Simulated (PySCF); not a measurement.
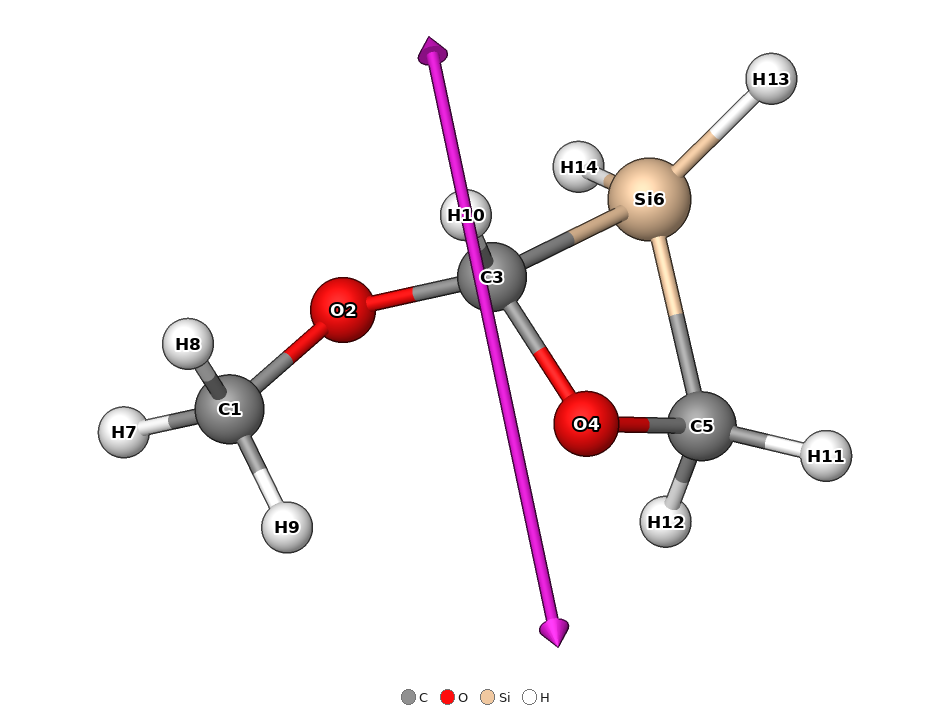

The double arrow shows the direction of the transition dipole to excited singlet state 3 (its length means nothing). Computed geometry: GFN2-xTB optimisation. No frequency run is at hand to confirm it as a minimum. Level of theory: TDDFT ωB97X-D/def2-SVPD, vertical, gas phase, core orbitals frozen in the response (PySCF 2.14.0).

**Give its energy, strength and character.**

7.11 eV (174 nm), oscillator strength 0.018, of mixed character, with the largest part HOMO−1 → LUMO (weight 0.44); transition dipole 0.83 D.

The geometry is semi-empirical. Around Si such bond lengths and angles can be off by a tenth of an ångström or more and by several degrees, and values that hang on the shape move with them.
